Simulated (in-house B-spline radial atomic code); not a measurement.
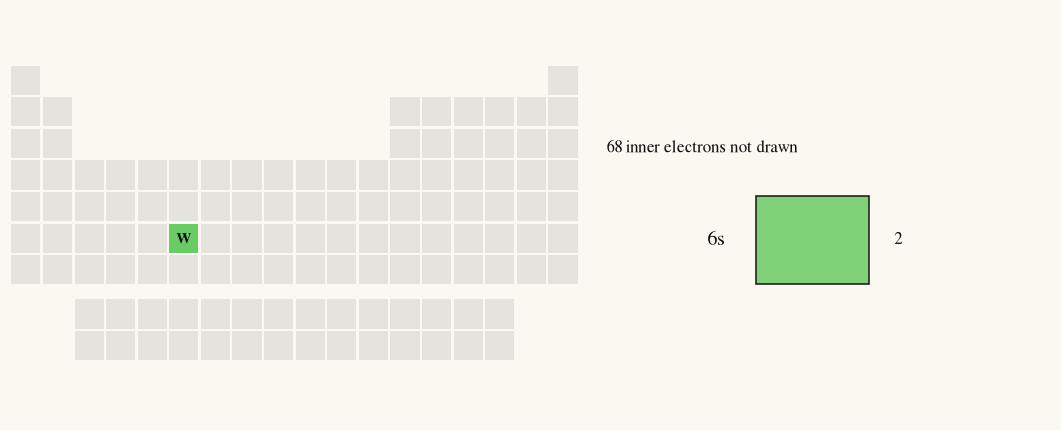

Left, the place of tungsten in the periodic table; right, the outer shells of the closed core: a box for each of the 2l + 1 orbitals, shaded by the share of the shell that is filled, with the electron count at the right.

# Many-body perturbation calculation for W³⁺

- system: W³⁺, core [Xe] 4f14 6s2.
- method: one electron outside a closed core: parity- and time-reversal-violating and field-shift constants by sums over states, Dirac-Hartree-Fock, RPA and Brueckner orbitals (in-house B-spline radial atomic code)

## The input
```
basis_form = 2
Z = 74
core_configuration = [Xe] 4f14 6s2
rms_radius = 5.3658
mass_number = 184
speed_of_light = 137.035999084
```

Launched within a batch (the task file carries these settings):
```bash
python <driver script> task.json out
```

The program writes its results to a structured record and prints no log; tables and figures of this report are taken from that record.

## Outcome

- outcome: not converged
- hardware: 1 thread of Arm Neoverse N1, 54 GiB of memory available, shared host
- wall time: 11 s

## Diagnosis

The run did not meet its convergence test, so its last values are not results. Limits: the closed core is unstable against excitations.
